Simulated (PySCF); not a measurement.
C3H3ClF2O, SMILES `CC(F)(F)C(=O)Cl`.

Level of theory: PBE0/aug-cc-pVDZ (PySCF), at a geometry from GFN2-xTB. No frequency check shows the geometry to be a minimum. GFN2-xTB bond lengths at metals and heavier atoms can be off by up to 0.1 Å and shapes distorted, which carries into these values.

Cartesian coordinates (Å):

```
C1       1.2335    0.6629    1.3023
C2       0.8416    0.1040   -0.0552
F3       0.7873    1.0926   -0.9842
F4       1.7826   -0.7644   -0.5043
C5      -0.5055   -0.6324    0.0213
O6      -0.6498   -1.7987    0.1451
Cl7     -1.8438    0.4848   -0.0136
H8       0.4844    1.3771    1.6319
H9       2.1961    1.1612    1.2076
H10      1.3156   -0.1513    2.0170
```

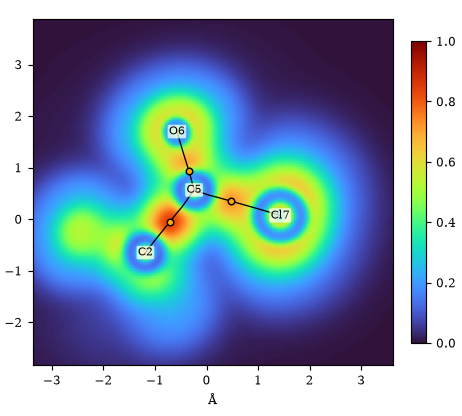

Localised orbital locator (LOL) in the plane of C2, C5, O6 and Cl7, with bond paths and bond critical points (dots).

Question: Rank the bonds in the plane by LOL at their critical points.

Answer: C2–C5: about 0.85; C5–Cl7: about 0.72; C5–O6: about 0.43. Values above 0.5 mark slow, localised electrons, as in shared pairs; low values at a critical point mark a polar or closed-shell contact whose critical point lies between the shells.

Question: Where along C5–O6 does the critical point lie?

Answer: 0.39 Å from C5 and 0.79 Å from O6.
